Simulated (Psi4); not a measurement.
**B3LYP/cc-pVDZ run of GaH2OF (SMILES [OH][GaH][F])**

What is the vertical singlet–triplet gap of GaH2OF at B3LYP/cc-pVDZ? 

Program for the calculation: Psi4 1.11.

## (1) The structure to begin with

The species is GaH2OF (5 atoms), meant as a singlet with charge 0. SMILES: `[OH][GaH][F]`. The coordinates come from a PBE0-D4/def2-TZVP relaxation. This is one conformer, not always the lowest.

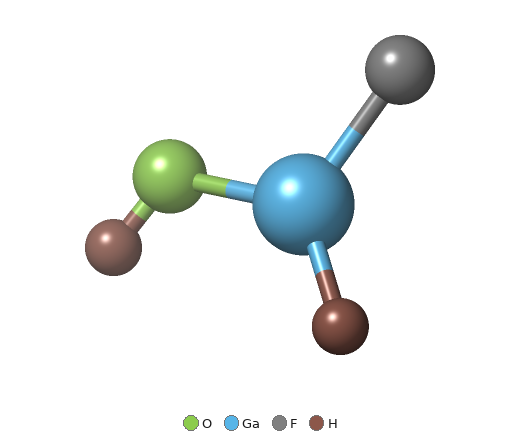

The structure, seen from a chosen angle (oxygen green, gallium blue, fluorine grey, hydrogen brown).

## (2) A single-point energy at B3LYP/cc-pVDZ

Contents of fgah2o.xyz:

```xyz
5
FGaH2O
O     -1.130400    -0.588700    -0.283800
Ga     0.383700     0.280500     0.015600
F      0.438300     1.777800    -0.881200
H     -1.210600    -1.420700     0.187200
H      1.569000    -0.122600     0.920900
```

Contents of fgah2o.py:

```python
import psi4

psi4.set_memory('2200 MB')
psi4.set_num_threads(1)
psi4.core.set_output_file('run.log', False)

with open('fgah2o.xyz') as f:
    atoms = ''.join(f.readlines()[2:])
m = psi4.geometry('0 1\n' + atoms + 'symmetry c1\nno_reorient\nno_com')

psi4.set_options({
    'basis': 'cc-pVDZ',
    'puream': True,
    'e_convergence': 1e-09,
    'd_convergence': 1e-08,
    'scf_type': 'pk',
    'dft_radial_points': 99,
    'dft_spherical_points': 590,
})

E, wfn = psi4.energy('b3lyp', molecule=m, return_wfn=True)
psi4.oeprop(wfn, 'QUADRUPOLE', 'MAYER_INDICES', 'WIBERG_LOWDIN_INDICES', title='B3LYP')
print(f'total energy {E:.8f} hartree = {E * 27.211386:.5f} eV')
```

Launch:

```sh
$ python fgah2o.py
```

run.log:

```text
[...]
  Running in c1 symmetry.
[...]
  Nuclear repulsion =  198.339104248547613
[...]
  Multiplicity = 1
[...]
  Nalpha       = 25
  Nbeta        = 25
[...]
    Number of basis functions: 65
[...]
   @RKS iter   1: -2100.60892422810730   -3.38948e+00   1.60355e-02 DIIS/ADIIS
[...]
   @RKS iter  11: -2101.20423734784345   -3.18323e-12   1.72461e-09 DIIS
[...]
    Orbital Energies [Eh]
    ---------------------
    Doubly Occupied:
       1A   -372.620381     2A    -45.981379     3A    -40.737011
       4A    -40.732792     5A    -40.732404     6A    -24.647955
       7A    -19.146863     8A     -5.546250     9A     -3.834480
      10A     -3.825947    11A     -3.824737    12A     -1.126448
      13A     -0.996966    14A     -0.878979    15A     -0.878765
      16A     -0.876930    17A     -0.871423    18A     -0.862696
      19A     -0.511362    20A     -0.443381    21A     -0.388502
      22A     -0.378067    23A     -0.370419    24A     -0.326696
      25A     -0.322545
[...]
  @RKS Final Energy: -2101.20423734784345
   => Energetics <=
    Nuclear Repulsion Energy =            198.3391042485476135
    One-Electron Energy =               -3323.3748639852133238
    Two-Electron Energy =                1100.3052643230826106
    DFT Exchange-Correlation Energy =     -76.4737419342603744
    Empirical Dispersion Energy =           0.0000000000000000
    VV10 Nonlocal Energy =                  0.0000000000000000
    Total Energy =                      -2101.2042373478434456
[...]
 Multipole Moments:
 ------------------------------------------------------------------------------------
     Multipole            Electronic (a.u.)      Nuclear  (a.u.)        Total (a.u.)
 ------------------------------------------------------------------------------------
 L = 1.  Multiply by 2.5417464519 to convert [e a0] to [Debye]
 Dipole X            :        -13.2082711           13.5202345            0.3119634
 Dipole Y            :        -35.8541592           34.8518410           -1.0023182
 Dipole Z            :         17.0628254          -16.2695971            0.7932283
 Magnitude           :                                                    1.3157409
 L = 2.  Multiply by 1.3450342976 to convert [e a0^2] to [Debye ang]
 Quadrupole XX       :        -93.9217920           73.0022250          -20.9195670
 Quadrupole XY       :        -61.5270629           61.4245394           -0.1025235
[...]
```

Standard output:

```text
total energy -2101.20423735 hartree = -57176.67957 eV
```

Wall time 19 s (1 thread of Intel Xeon Platinum 8259CL at 2.50GHz (Skylake/Cascade Lake), shared host); peak memory 0.9 GiB.

## (3) The triplet: energy and gradient at UB3LYP/cc-pVDZ

Contents of input.json:

```json
{
 "schema_name": "qcschema_input",
 "schema_version": 1,
 "molecule": {
  "schema_name": "qcschema_molecule",
  "schema_version": 2,
  "symbols": ["O", "Ga", "F", "H", "H"],
  "geometry": [-2.13614641, -1.11248177, -0.53630427, 0.72508791, 0.53006818, 0.02947973, 0.82826696, 3.3595551, -1.66522666, -2.28770245, -2.68473391, 0.35375673, 2.96498029, -0.23168042, 1.74024879],
  "molecular_charge": 0,
  "molecular_multiplicity": 3,
  "fix_symmetry": "c1",
  "fix_com": true,
  "fix_orientation": true
 },
 "driver": "gradient",
 "model": {
  "method": "b3lyp",
  "basis": "cc-pVDZ"
 },
 "keywords": {
  "reference": "uks",
  "puream": true,
  "e_convergence": 1e-09,
  "d_convergence": 1e-08,
  "scf_type": "pk",
  "dft_radial_points": 99,
  "dft_spherical_points": 590,
  "maxiter": 100,
  "scf_properties": ["MULLIKEN_CHARGES", "QUADRUPOLE", "LOWDIN_CHARGES"]
 }
}
```

Launch:

```sh
$ psi4 --qcschema input.json -n 1 --memory 2200MB
```

stdout, cut to the lines that bear on the results:

```text
[...]
  Running in c1 symmetry.
[...]
  Nuclear repulsion =  198.339104522088945
[...]
  Multiplicity = 3
[...]
  Nalpha       = 26
  Nbeta        = 24
[...]
    Number of basis functions: 65
[...]
   @UKS iter   1: -2100.25280402829230   -3.03336e+00   1.60719e-02 ADIIS/DIIS
[...]
   @UKS iter  19: -2100.96004365608223   -2.27374e-12   7.84114e-09 DIIS
[...]
   @S^2 Observed:                2.007596543E+00
[...]
  @UKS Final Energy: -2100.96004365608223
   => Energetics <=
    Nuclear Repulsion Energy =            198.3391045220889453
    One-Electron Energy =               -3322.0333824246035874
    Two-Electron Energy =                1099.1088267404979888
    DFT Exchange-Correlation Energy =     -76.3745924940652117
    Empirical Dispersion Energy =           0.0000000000000000
    VV10 Nonlocal Energy =                  0.0000000000000000
    Total Energy =                      -2100.9600436560822345
[...]
 Multipole Moments:
 ------------------------------------------------------------------------------------
     Multipole            Electronic (a.u.)      Nuclear  (a.u.)        Total (a.u.)
 ------------------------------------------------------------------------------------
 L = 1.  Multiply by 2.5417464519 to convert [e a0] to [Debye]
 Dipole X            :        -14.5547385           13.5202344           -1.0345041
 Dipole Y            :        -36.2896098           34.8518410           -1.4377688
 Dipole Z            :         16.5878419          -16.2695970            0.3182449
 Magnitude           :                                                    1.7996271
 L = 2.  Multiply by 1.3450342976 to convert [e a0^2] to [Debye ang]
 Quadrupole XX       :        -93.7769699           73.0022247          -20.7747452
 Quadrupole XY       :        -59.1299706           61.4245393            2.2945687
[...]
  Mulliken Charges: (a.u.)
   Center  Symbol    Alpha    Beta     Spin     Total
[...]
  -Total Gradient:
     Atom            X                  Y                   Z
    ------   -----------------  -----------------  -----------------
       1        0.075884887213     0.020727055534     0.029145234465
       2       -0.093021186557    -0.010986211417    -0.044636920195
       3        0.007860087420    -0.033755748992     0.025241590707
       4        0.003375046521     0.020743431145    -0.010982594364
       5        0.005982569529     0.003264822762     0.001281848814
[...]
```

The result, in JSON:

```text
{
 "driver": "gradient",
 "model": {
  "method": "b3lyp",
  "basis": "cc-pVDZ"
 },
 "success": true,
 "return_result": [0.07588488721324987, 0.020727055534290384, 0.02914523446515413, -0.09302118655690728, -0.01098621141716384, -0.04463692019469768, 0.007860087419940438, -0.03375574899176875, 0.02524159070722256, 0.0033750465205489126, 0.020743431144773006, -0.010982594364111226, 0.005982569528969639, 0.0032648227620822486, 0.0012818488138229417],
 "properties": {
  "calcinfo_nbasis": 65,
  "calcinfo_nmo": 65,
  "calcinfo_nalpha": 26,
  "calcinfo_nbeta": 24,
  "calcinfo_natom": 5,
  "nuclear_repulsion_energy": 198.33910452208895,
  "return_energy": -2100.9600436560822,
  "return_gradient": [0.07588488721324987, 0.020727055534290384, 0.02914523446515413, -0.09302118655690728, -0.01098621141716384, -0.04463692019469768, 0.007860087419940438, -0.03375574899176875, 0.02524159070722256, 0.0033750465205489126, 0.020743431144773006, -0.010982594364111226, 0.005982569528969639, 0.0032648227620822486, 0.0012818488138229417],
  "scf_one_electron_energy": -3322.0333824246036,
  "scf_two_electron_energy": 1099.108826740498,
  "scf_xc_energy": -76.37459249406521,
  "scf_dipole_moment": [-1.0345041230766654, -1.437768767376724, 0.31824492096369283],
  "scf_total_energy": -2100.9600436560822,
  "scf_total_gradient": [0.07588488721324987, 0.020727055534290384, 0.02914523446515413, -0.09302118655690728, -0.01098621141716384, -0.04463692019469768, 0.007860087419940438, -0.03375574899176875, 0.02524159070722256, 0.0033750465205489126, 0.020743431144773006, -0.010982594364111226, 0.005982569528969639, 0.0032648227620822486, 0.0012818488138229417],
  "scf_iterations": 19
 }
}
```

Wall time 65 s (1 thread of Intel Xeon Platinum 8259CL at 2.50GHz (Skylake/Cascade Lake), shared host); peak memory 0.9 GiB.

## (4) Summary of results

Level: B3LYP/cc-pVDZ.

| quantity | value |
| --- | --- |
| singlet: total energy | -2101.20424 Eh |
| singlet: dipole moment | 3.34 D |
| singlet: HOMO energy | -8.78 eV |
| singlet: LUMO energy | -1.06 eV |
| singlet: HOMO–LUMO gap | 7.72 eV |
| triplet: total energy | -2100.96004 Eh |
| triplet: dipole moment | 4.57 D |
| triplet: HOMO energy (highest over α and β) | -2.84 eV |
| triplet: ⟨S²⟩ | 2.008 |
| triplet: largest force on an atom | 5.336 eV/Å |
| vertical energy of the triplet above the singlet | 6.645 eV |

**Reading.** At this shape the triplet lies 6.64 eV (153 kcal/mol) above the singlet.
